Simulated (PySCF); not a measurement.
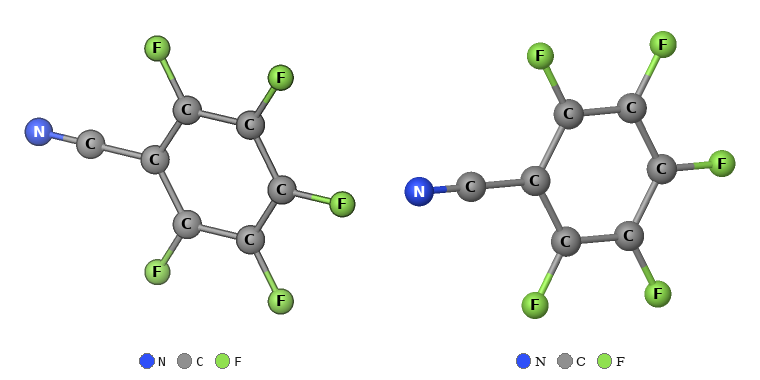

Both panels show the same species.

The computed structure is the end point of a GFN2-xTB optimisation. No frequency run is at hand to confirm it as a minimum.

> Give the formula.

C7F5N, 13 atoms: 7 carbon, 5 fluorine and 1 nitrogen.

> What is the point group of this geometry?

C2v.

> Name functional groups in it.

Among them: nitrile, C–F bond.

The parts below concern this one geometry. Atoms keep their numbers from picture to picture.

Dipole moment

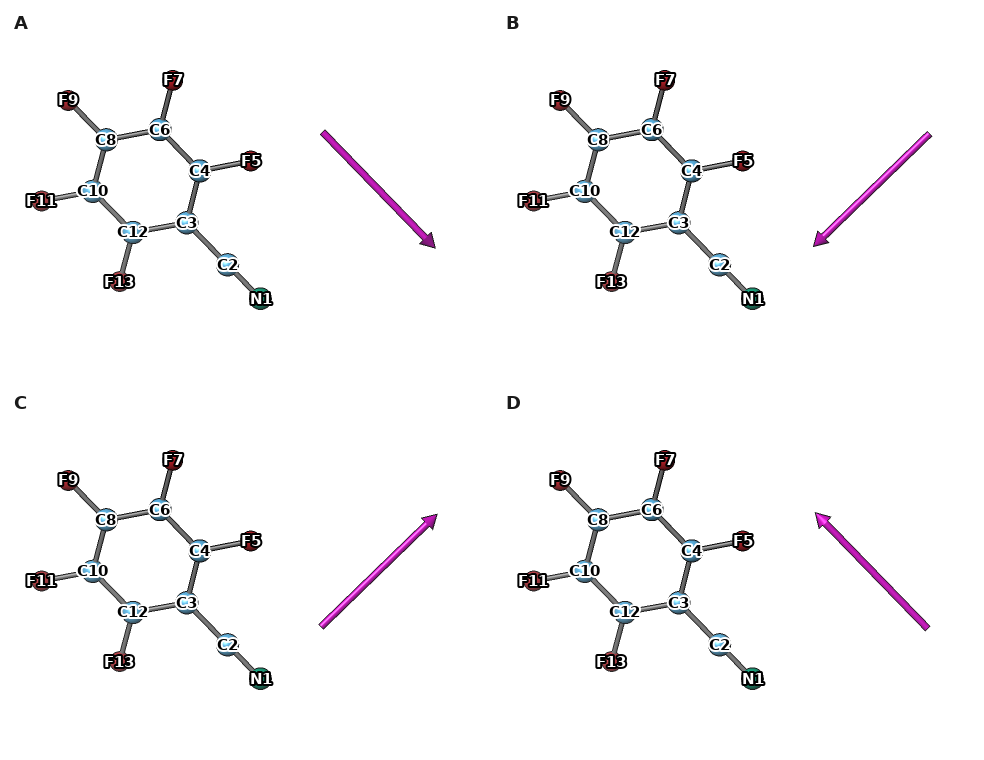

The same molecule four times, each with an arrow. No frequency run is at hand to confirm it as a minimum. Method: PBE0/pcSseg-1, gas phase (PySCF 2.14.0).

> Which arrow points along the dipole moment, from the negative to the positive end?

D. The dipole moment is 2.72 D; it points from the side of N1 to the side of F9 (the outermost atoms at the two ends).

NMR shielding

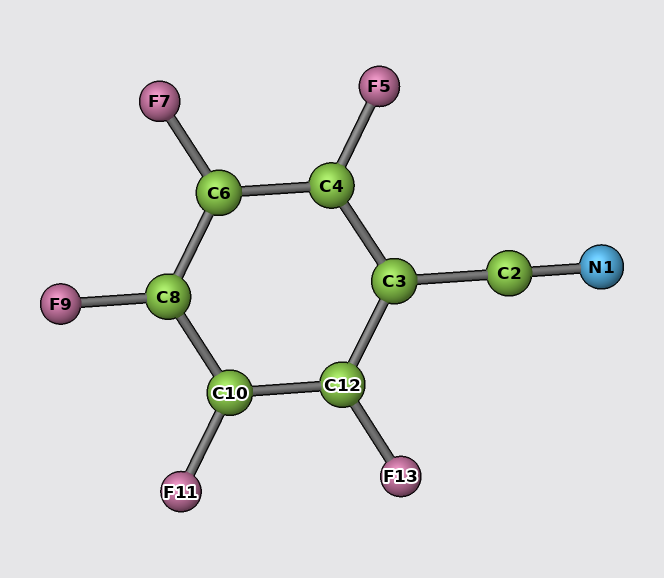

The questions are on isotropic NMR shieldings of the C atoms. No frequency run is at hand to confirm it as a minimum. Method: GIAO PBE0/pcSseg-1 NMR shielding, non-relativistic, gas phase (PySCF 2.14.0).

List the isotropic NMR shieldings of the C atoms.

| atom | σ (ppm) |
| --- | --- |
| C2 | 74.8 |
| C3 | 91.4 |
| C4 | 27.5 |
| C6 | 38.4 |
| C8 | 31.2 |
| C10 | 38.4 |
| C12 | 27.5 |

Charges

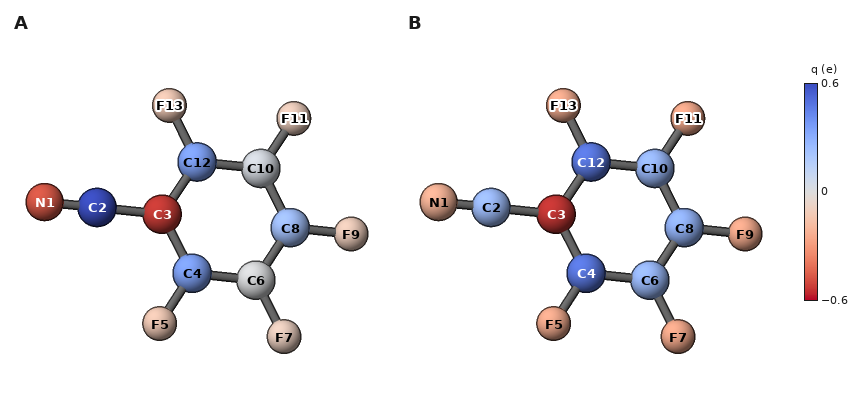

Atomic charges of one calculation by 2 schemes, on one colour scale. No frequency run is at hand to confirm it as a minimum. Level of theory: PBE0/pcSseg-1 (PySCF 2.14.0).

> The schemes are ESP-fitted, Mulliken. Which panel shows which?

A ESP-fitted, B Mulliken.

List the charges (e), one line for each set of equivalent atoms.

```tsv
atom	ESP-fitted	Mulliken
N1	−0.46	−0.21
C2	0.59	0.23
C3	−0.52	−0.53
C4, C12	0.34	0.47
F5, F13	−0.12	−0.23
C6, C10	0.01	0.25
F7, F11	−0.09	−0.24
C8	0.22	0.27
F9	−0.10	−0.24
```

Mulliken values depend strongly on the basis set and can even reverse the polarity of a bond.
